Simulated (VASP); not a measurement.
Band structure of Sb2Se3 (relaxed from the A-La2O3 structure, space group P-3m1). Level of theory: PBEsol GGA, VASP's PBE PAW potentials (set 64) (plane waves; VASP 6.6.1).

Unless said otherwise, spin-orbit coupling is left out, though it shifts the bands of the heavy elements here.

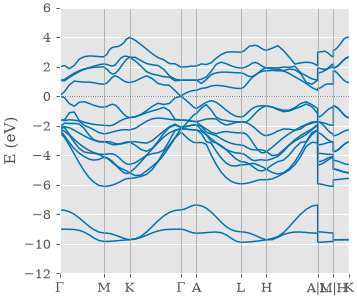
Bands along high-symmetry lines, zero at the valence-band maximum or, without a gap, the Fermi level

### Question
Read the plot: is there a gap, and where are the band edges?

### Answer
It has no gap at this level: it comes out as a metal or semimetal. (Edges off the drawn lines would not show.)

The structure was generated: Sb2Se3 was put into the A-La2O3 type (P-3m1), which need not be its known phase. It was relaxed first, which changed the volume by +8 %.
